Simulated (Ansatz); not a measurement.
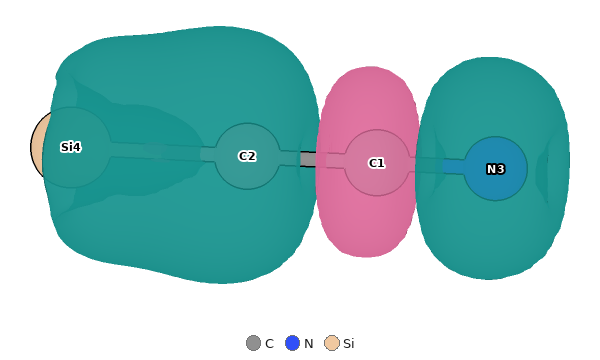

*C2NSi (charge +1, triplet). Isosurfaces of the spin density (α minus β) at +0.04 (teal) and −0.04 e/Å³ (pink), seen from one side.*

Geometry: r2SCAN-D4/def2-TZVP; ⟨S²⟩ = 2.07, above the pure value of 2.00.

All numbers below come from isolated molecule in a Gaussian basis; Kohn-Sham density functional theory, functional PBE0 (Ansatz).

> Where is the unpaired spin?

The unpaired spin (2 electrons) lies mostly on C2 (about 0.9), N3 (about 0.8) and Si4 (about 0.4), in electrons by Hirshfeld's partition, with opposite, polarisation-induced spin on C1.
